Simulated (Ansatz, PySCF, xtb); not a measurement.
Potential energy curve for BeH (cation, charge +1), singlet.

Methods: GFN1-xTB (xtb); RKS-PBE = restricted PBE/aug-cc-pVQZ (Ansatz, a first-principles code); UHF/STO-3G = PySCF with unrestricted Hartree-Fock/STO-3G.

Energies are in kJ/mol, each relative to the lowest point of its own curve near equilibrium.

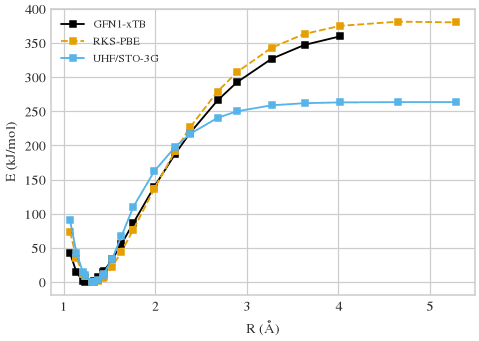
Figure: Energy against bond length for each method.

| R / Å | GFN1-xTB | RKS-PBE | UHF/STO-3G |
|---|---|---|---|
| 1.07 | 42.4 | 73.6 | 90.2 |
| 1.14 | 14.2 | 34.8 | 42.8 |
| 1.21 | 1.6 | 12.3 | 14.8 |
| 1.23 | 0.0 | 8.2 | 9.7 |
| 1.31 | 0.4 | 0.2 | 0.1 |
| 1.33 | 1.8 | 0.0 | 0.0 |
| 1.38 | 7.1 | 1.8 | 3.1 |
| 1.43 | 14.3 | 6.6 | 10.2 |
| 1.44 | 16.0 | 7.8 | 12.0 |
| 1.53 | 33.0 | 22.5 | 34.0 |
| 1.63 | 55.3 | 44.1 | 66.8 |
| 1.76 | 86.2 | 76.6 | 109.9 |
| 1.99 | 139.5 | 136.7 | 162.2 |
| 2.22 | 188.0 | 192.4 | 198.2 |
| 2.38 | 218.2 | 226.4 | 216.8 |
| 2.68 | 265.8 | 278.8 | 240.2 |
| 2.89 | 292.2 | 306.9 | 249.9 |
| 3.27 | 326.7 | 342.9 | 258.7 |
| 3.63 | 347.1 | 363.2 | 261.8 |
| 4.02 | 359.7 | 374.9 | 262.9 |
| 4.65 | — | 381.1 | 263.3 |
| 5.28 | — | 380.1 | 263.4 |

At the longest distance, 5.28 Å, RKS-PBE lies highest above its minimum (380.1 kJ/mol) and UHF/STO-3G lowest (263.4 kJ/mol).

Dashes: no converged value, or the column stops at the first point that the program doubted or that broke a chosen test of continuity, which isn't proof of a fault.

The restricted form behind RKS-PBE keeps the bonding electrons paired and can't separate into open-shell fragments. The unrestricted determinant behind UHF/STO-3G is spin-contaminated at 1.76 to 5.28 Å (<S²> up to 1.0, against 0.00 for a pure singlet).
